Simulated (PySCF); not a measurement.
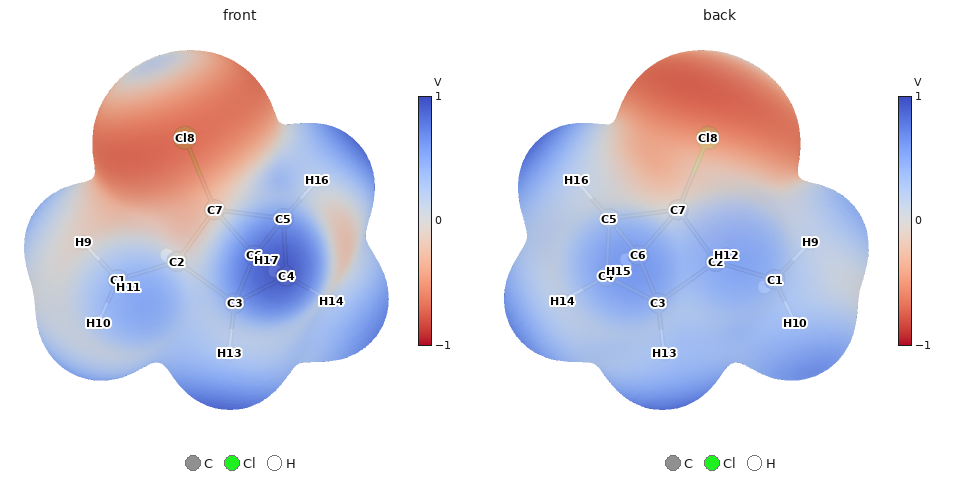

*C7H9Cl. The molecular electrostatic potential painted on the density surface at 0.002 e/bohr³, seen from the front and from behind; the colour scale runs from red (negative) to blue (positive).*

Geometry: GFN2-xTB.

Method: PBE0/pcSseg-1, SCF density, gas phase, non-relativistic in PySCF 2.14.0.

```xyz
17

C     2.0588   -0.4058    0.3395
C     0.5896   -0.1887    0.6506
C    -0.3750   -0.8900   -0.3300
C    -1.7640   -0.5412    0.2261
C    -1.4533    0.8779   -0.2085
C    -0.4202    0.4021   -1.1949
C     0.0279    1.0916    0.0579
Cl    0.7124    2.6755    0.2439
H     2.6707    0.2975    0.8998
H     2.3536   -1.4166    0.6126
H     2.2467   -0.2584   -0.7214
H     0.3968   -0.3533    1.7143
H    -0.1454   -1.8841   -0.6945
H    -2.5736   -0.9747   -0.3572
H    -1.9305   -0.7268    1.2872
H    -2.1382    1.7031   -0.3004
H    -0.2634    0.6041   -2.2351
```

Question: Where is the surface potential most negative and most positive?

Answer: The most negative region (about −0.8 V) lies over Cl8, the most positive (about +0.9 V) over H17. Cl8 shows a σ-hole: about +0.2 V at the tip opposite its bond, against about −0.6 V on its flanks.

Question: How polar is the molecule by this calculation?

Answer: Its dipole moment is 1.95 D.
